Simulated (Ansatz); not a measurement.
**Geometry relaxation, with input and output: C$_{3}$H$_{12}$O$_{3}$Si$_{2}$ (part 3 of 3)**

Continued. System: C$_{3}$H$_{12}$O$_{3}$Si$_{2}$. Method: RHF/STO-3G (Ansatz 0.2.0). It belongs to a series of runs on one base structure; here: start relaxed.

Geometry of the input (Å):
```
Si 0.0000  0.0000  0.0000
Si 0.0000  0.0000  2.2200
H  -1.3148  -0.4067  2.7074
H  1.0096  -0.9353  2.7074
H  0.3052  1.3420  2.7074
O  1.5842  0.0000  -0.5594
C  2.3503  -1.1632  -0.8360
H  1.7187  -1.9052  -1.3675
H  3.2179  -0.8926  -1.4733
H  2.7141  -1.6023  0.1163
O  -0.7913  1.3709  -0.5594
C  -2.1512  1.4177  -0.9653
H  -2.7687  0.8215  -0.2614
H  -2.5023  2.4707  -0.9639
H  -2.2473  0.9975  -1.9882
O  -0.7913  -1.3709  -0.5594
C  -1.5365  -2.2685  0.2501
H  -1.2251  -2.1576  1.3097
H  -2.6187  -2.0400  0.1571
H  -1.3490  -3.3106  -0.0830
```

### Trajectory as extended XYZ, continued
```
20
Properties=species:S:1:pos:R:3:forces:R:3 step=15 energy=-24817.55172
Si   -0.0090   -0.0488   -0.1325   -0.0023  -0.0051  -0.0043
Si    0.0394   -0.0010    2.1350   -0.0069   0.0077  -0.0027
H    -1.2795    0.0543    2.6664    0.0034   0.0008  -0.0020
H     0.6766   -1.1619    2.6554    0.0001  -0.0027   0.0003
H     0.7551    1.1437    2.5832   -0.0027  -0.0002  -0.0012
O     1.5083    0.0815   -0.8332    0.0011   0.0000  -0.0023
C     2.3758   -1.0305   -0.6409    0.0021  -0.0006   0.0026
H     1.9562   -1.9710   -1.0158   -0.0020   0.0021   0.0011
H     3.3034   -0.8423   -1.1874    0.0006  -0.0017   0.0021
H     2.6427   -1.1852    0.4121   -0.0002  -0.0007  -0.0016
O    -0.7727    1.2911   -0.7922   -0.0032   0.0045   0.0010
C    -2.1949    1.2656   -0.8094    0.0075   0.0031  -0.0035
H    -2.6361    1.2127    0.1939    0.0041   0.0006   0.0051
H    -2.5500    2.1906   -1.2713   -0.0014  -0.0023   0.0033
H    -2.6001    0.4306   -1.3921   -0.0022  -0.0014   0.0038
O    -0.6954   -1.4342   -0.7837    0.0054   0.0013  -0.0002
C    -1.5462   -2.2275    0.0315   -0.0061   0.0030  -0.0031
H    -1.0368   -2.6400    0.9107    0.0024   0.0001   0.0006
H    -2.4301   -1.6869    0.3908    0.0002  -0.0058   0.0010
H    -1.9032   -3.0733   -0.5619    0.0002  -0.0028   0.0000
20
Properties=species:S:1:pos:R:3:forces:R:3 step=16 energy=-24817.55215
Si   -0.0093   -0.0581   -0.1527   -0.0131  -0.0232   0.0120
Si    0.0175    0.0108    2.1148   -0.0141   0.0206  -0.0208
H    -1.3082    0.0742    2.6275    0.0018  -0.0014   0.0168
H     0.6482   -1.1424    2.6601   -0.0014   0.0018  -0.0141
H     0.7272    1.1628    2.5529   -0.0009  -0.0003   0.0134
O     1.5137    0.0706   -0.8393    0.0178   0.0072  -0.0208
C     2.3823   -1.0381   -0.6351   -0.0019  -0.0059   0.0024
H     1.9681   -1.9812   -1.0094   -0.0010  -0.0004   0.0006
H     3.3141   -0.8500   -1.1746   -0.0010  -0.0008   0.0022
H     2.6408   -1.1877    0.4207   -0.0006  -0.0006   0.0012
O    -0.7693    1.2714   -0.8368   -0.1078   0.0149   0.0230
C    -2.1928    1.2823   -0.7798    0.0141  -0.0436   0.0082
H    -2.5848    1.2589    0.2467    0.0440  -0.0047  -0.0667
H    -2.5492    2.2075   -1.2403    0.0105  -0.0007   0.0003
H    -2.6492    0.4471   -1.3267    0.0433   0.0518   0.0494
O    -0.6900   -1.4486   -0.7979    0.0111  -0.0149  -0.0132
C    -1.5326   -2.2473    0.0201   -0.0022   0.0036  -0.0075
H    -1.0182   -2.6548    0.8985    0.0076  -0.0036   0.0127
H    -2.4198   -1.7134    0.3807   -0.0082   0.0024   0.0058
H    -1.8847   -3.0968   -0.5708    0.0021  -0.0022  -0.0050
20
Properties=species:S:1:pos:R:3:forces:R:3 step=17 energy=-24817.55198 accepted=F
Si   -0.0090   -0.0631   -0.1622   -0.0889   0.0602   0.0137
Si    0.0001    0.0257    2.1048    0.0591  -0.0591   0.0070
H    -1.3221    0.0746    2.6274   -0.0142  -0.0026  -0.0210
H     0.6431   -1.1260    2.6395   -0.0077   0.0164   0.0272
H     0.7026    1.1799    2.5495   -0.0016   0.0002  -0.0144
O     1.5164    0.0638   -0.8429    0.0159   0.0198  -0.0135
C     2.3839   -1.0445   -0.6340    0.0057  -0.0161   0.0041
H     1.9715   -1.9873   -1.0105    0.0005  -0.0060  -0.0023
H     3.3188   -0.8564   -1.1680   -0.0034  -0.0005  -0.0005
H     2.6364   -1.1941    0.4232    0.0021  -0.0014   0.0071
O    -0.7682    1.2629   -0.8548   -0.0511   0.0076  -0.0006
C    -2.1888    1.2911   -0.7651    0.0113  -0.0280  -0.0022
H    -2.5558    1.2853    0.2700    0.0205  -0.0019  -0.0369
H    -2.5462    2.2139   -1.2296    0.0085  -0.0057   0.0006
H    -2.6664    0.4537   -1.2888    0.0229   0.0343   0.0282
O    -0.6871   -1.4559   -0.8045    0.0237  -0.0164  -0.0156
C    -1.5260   -2.2575    0.0140   -0.0062  -0.0094  -0.0058
H    -1.0114   -2.6569    0.8957    0.0095  -0.0082   0.0199
H    -2.4184   -1.7291    0.3691   -0.0135   0.0082   0.0080
H    -1.8697   -3.1128   -0.5741    0.0069   0.0087  -0.0029
20
Properties=species:S:1:pos:R:3:forces:R:3 step=18 energy=-24817.55276
Si   -0.0108   -0.0569   -0.1546   -0.0157   0.0130   0.0026
Si    0.0144    0.0141    2.1126    0.0036  -0.0075   0.0158
H    -1.3086    0.0668    2.6335   -0.0029   0.0006  -0.0058
H     0.6530   -1.1384    2.6501    0.0002   0.0015  -0.0029
H     0.7197    1.1664    2.5575   -0.0016   0.0014  -0.0069
O     1.5129    0.0700   -0.8408    0.0100   0.0078  -0.0100
C     2.3792   -1.0403   -0.6346   -0.0006  -0.0053   0.0016
H     1.9638   -1.9827   -1.0094   -0.0003  -0.0006   0.0002
H     3.3124   -0.8541   -1.1722   -0.0007  -0.0002   0.0003
H     2.6353   -1.1901    0.4218   -0.0004  -0.0001   0.0013
O    -0.7703    1.2742   -0.8370    0.0156  -0.0070   0.0033
C    -2.1915    1.2858   -0.7787   -0.0024  -0.0009   0.0006
H    -2.5794    1.2709    0.2477   -0.0027   0.0035   0.0014
H    -2.5485    2.2069   -1.2469   -0.0011  -0.0043   0.0007
H    -2.6474    0.4459   -1.3152   -0.0044   0.0029  -0.0002
O    -0.6900   -1.4483   -0.7999    0.0032  -0.0025  -0.0055
C    -1.5297   -2.2493    0.0190   -0.0016  -0.0045  -0.0005
H    -1.0139   -2.6529    0.8987    0.0014  -0.0009   0.0027
H    -2.4197   -1.7190    0.3781   -0.0015   0.0013   0.0012
H    -1.8771   -3.1016   -0.5711    0.0019   0.0018   0.0002
20
Properties=species:S:1:pos:R:3:forces:R:3 step=19 energy=-24817.55290
Si   -0.0112   -0.0588   -0.1595   -0.0204   0.0106   0.0066
Si    0.0080    0.0170    2.1078    0.0083  -0.0051   0.0000
H    -1.3164    0.0670    2.6251   -0.0025  -0.0005  -0.0014
H     0.6492   -1.1327    2.6481   -0.0008   0.0031   0.0023
H     0.7090    1.1729    2.5503   -0.0024  -0.0008  -0.0012
O     1.5140    0.0673   -0.8425    0.0099   0.0095  -0.0096
C     2.3795   -1.0429   -0.6333    0.0001  -0.0053   0.0016
H     1.9651   -1.9854   -1.0087   -0.0002  -0.0010   0.0000
H     3.3142   -0.8571   -1.1684   -0.0008  -0.0004  -0.0001
H     2.6327   -1.1921    0.4239   -0.0001  -0.0004   0.0014
O    -0.7699    1.2698   -0.8475    0.0010  -0.0066   0.0059
C    -2.1904    1.2915   -0.7711   -0.0004   0.0001  -0.0027
H    -2.5656    1.2882    0.2602    0.0024   0.0006  -0.0034
H    -2.5473    2.2107   -1.2427    0.0008  -0.0018   0.0000
H    -2.6590    0.4503   -1.2948    0.0014   0.0039   0.0040
O    -0.6884   -1.4516   -0.8033    0.0043  -0.0051  -0.0089
C    -1.5251   -2.2549    0.0164   -0.0020  -0.0029  -0.0017
H    -1.0080   -2.6556    0.8965    0.0018  -0.0018   0.0043
H    -2.4171   -1.7273    0.3747   -0.0026   0.0013   0.0024
H    -1.8695   -3.1091   -0.5727    0.0022   0.0028   0.0003
20
Properties=species:S:1:pos:R:3:forces:R:3 step=20 energy=-24817.55296
Si   -0.0124   -0.0601   -0.1639   -0.0071   0.0069   0.0049
Si    0.0029    0.0193    2.1034    0.0017  -0.0024   0.0011
H    -1.3230    0.0648    2.6176   -0.0014  -0.0013   0.0004
H     0.6476   -1.1265    2.6475    0.0001   0.0011   0.0002
H     0.6977    1.1790    2.5455   -0.0015  -0.0002  -0.0026
O     1.5145    0.0654   -0.8439    0.0068   0.0063  -0.0062
C     2.3786   -1.0456   -0.6319   -0.0002  -0.0030   0.0007
H     1.9641   -1.9880   -1.0076    0.0001  -0.0006   0.0000
H     3.3147   -0.8611   -1.1650   -0.0007  -0.0004  -0.0001
H     2.6291   -1.1944    0.4260   -0.0001  -0.0001   0.0003
O    -0.7698    1.2666   -0.8566   -0.0120  -0.0072   0.0073
C    -2.1894    1.2980   -0.7647    0.0001  -0.0027  -0.0009
H    -2.5532    1.3087    0.2707    0.0062  -0.0006  -0.0106
H    -2.5459    2.2142   -1.2426    0.0008  -0.0010  -0.0001
H    -2.6694    0.4541   -1.2739    0.0067   0.0084   0.0066
O    -0.6873   -1.4544   -0.8071    0.0009  -0.0036  -0.0048
C    -1.5198   -2.2607    0.0137   -0.0016  -0.0010   0.0012
H    -1.0004   -2.6591    0.8936    0.0006  -0.0005   0.0013
H    -2.4137   -1.7365    0.3727   -0.0004   0.0001   0.0010
H    -1.8613   -3.1165   -0.5748    0.0010   0.0019   0.0002
```

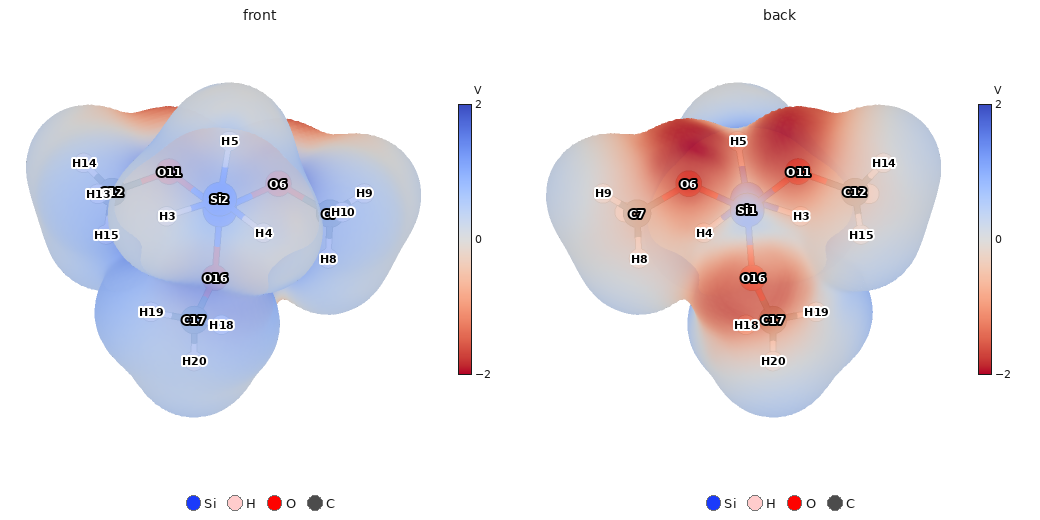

The electrostatic potential painted on the density surface at 0.001 e/bohr³, seen face on and from behind; the colour scale runs from red (negative) to blue (positive). A positive charge is drawn to the negative regions and a negative charge to the positive ones.

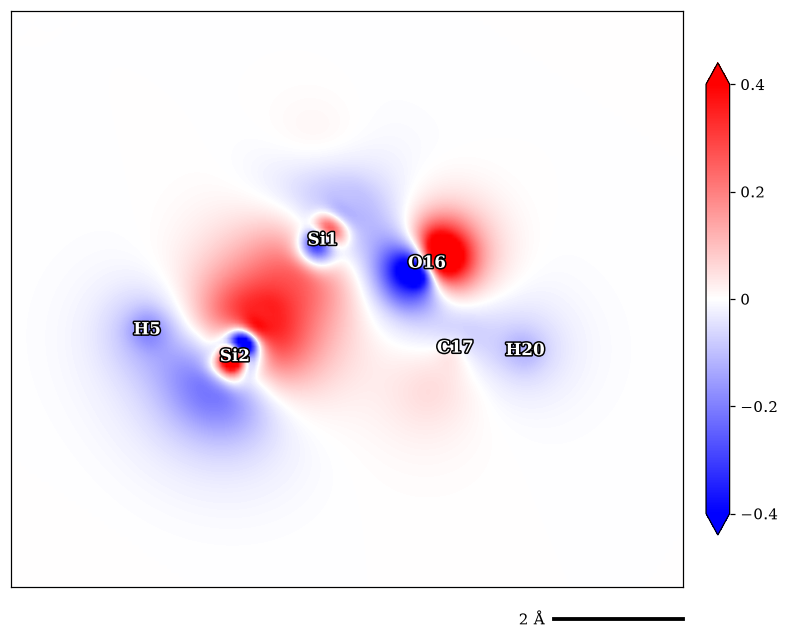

The HOMO on the plane of atoms Si1, Si2 and H5 (values in Å⁻³ᐟ²; the overall sign is arbitrary). By Hirshfeld shares it lies mainly on Si2 (20 %), O11 (20 %), O6 (20 %), O16 (15 %) and Si1 (10 %). Its energy is −7.89 eV.

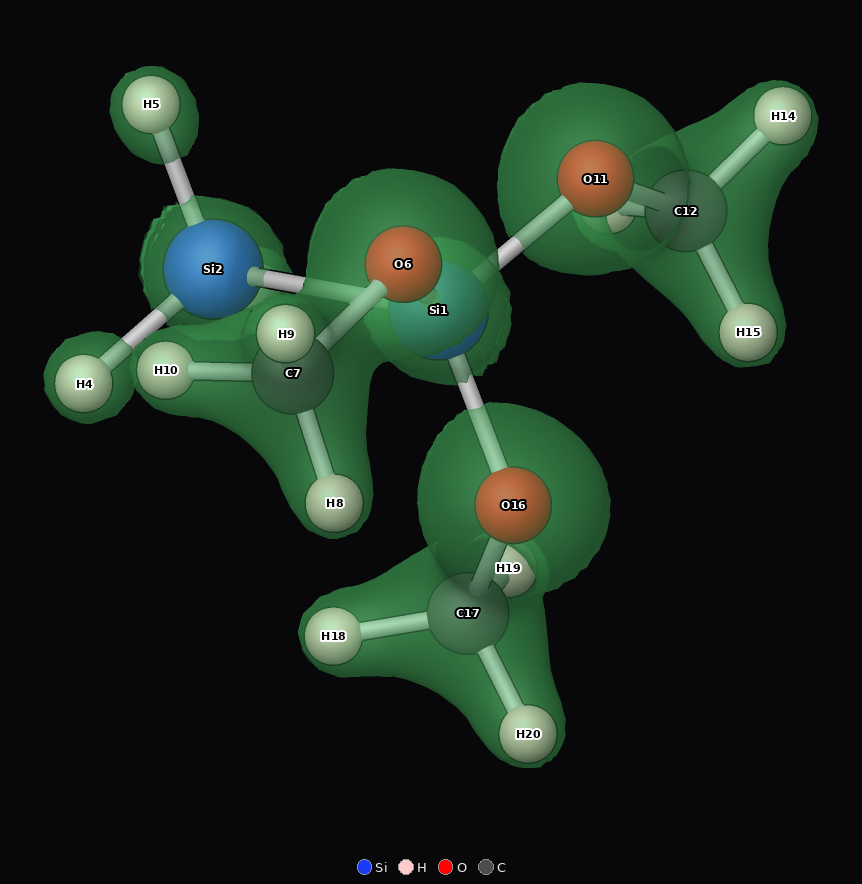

Isosurface of the total electron density at 1 e/Å³ (green), seen at an oblique angle. At this value the surface falls into eight separate pieces. It is pinched off along the Si–O (1.68 Å) and Si–Si (2.27 Å) contacts. On the grid the lowest density along these lines, outside the cores, is 1.7 e/Å³ (C–O, 1.42 Å), 0.84 e/Å³ (Si–O, 1.68 Å), 0.61 e/Å³ (Si–Si, 2.27 Å) and 1.8 e/Å³ (C–H, 1.09 Å).

### Key numbers

| quantity | value |
| --- | --- |
| outcome | converged |
| total energy | −24817.5530 eV |
| mean-field energy | −24817.5530 eV |
| largest force (length of the vector) at the end | 0.016 eV/Å |
| wall time | 1.8 min |
| peak memory | 0.15 GiB |
